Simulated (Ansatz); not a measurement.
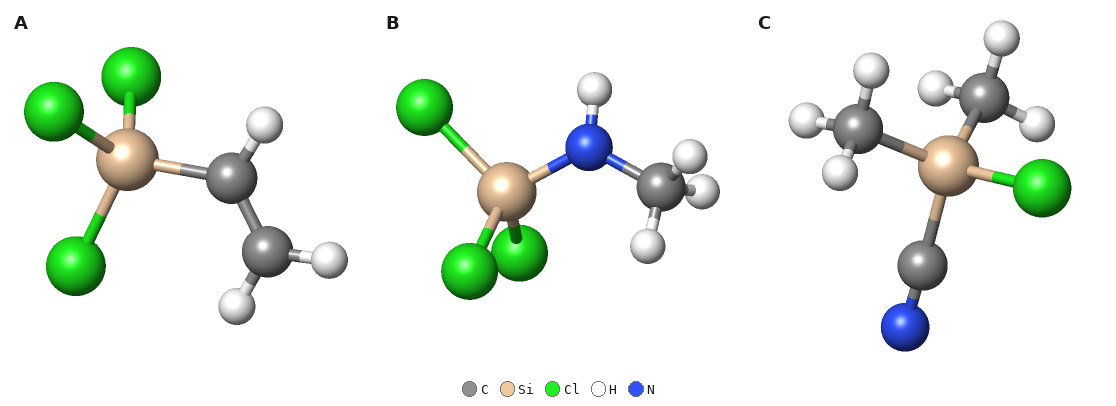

```sh
ansatz run in.yaml --threads 8 --pin off --events-out ev --progress --plain --max-ram 18278MiB
```

```yaml
crystal:
  periodic: [false, false, false]
  atoms:
    - {symbol: C, position_ang: [0.362661, -1.199626, 0.755704]}
    - {symbol: N, position_ang: [0.649575, -0.077052, -0.115897]}
    - {symbol: Si, position_ang: [-0.464403, 1.085464, -0.595751]}
    - {symbol: Cl, position_ang: [-2.031157, 0.346353, -1.680231]}
    - {symbol: Cl, position_ang: [0.523826, 2.443451, -1.739279]}
    - {symbol: Cl, position_ang: [-1.295599, 1.986267, 1.030059]}
    - {symbol: H, position_ang: [1.222978, -1.420215, 1.391636]}
    - {symbol: H, position_ang: [0.092920, -2.105199, 0.202472]}
    - {symbol: H, position_ang: [-0.470552, -0.948709, 1.414685]}
    - {symbol: H, position_ang: [1.492851, -0.161834, -0.660298]}
basis:
  gaussian: {orbitals: def2-TZVPP}
hamiltonian: {xc: {name: r2SCAN0}, dispersion: d4}
output: {orbitals: {seedname: orbitals}}
```

Which picture belongs to the input above?

Answer. B. The file holds CH4Cl3NSi, `CN[Si](Cl)(Cl)Cl`.
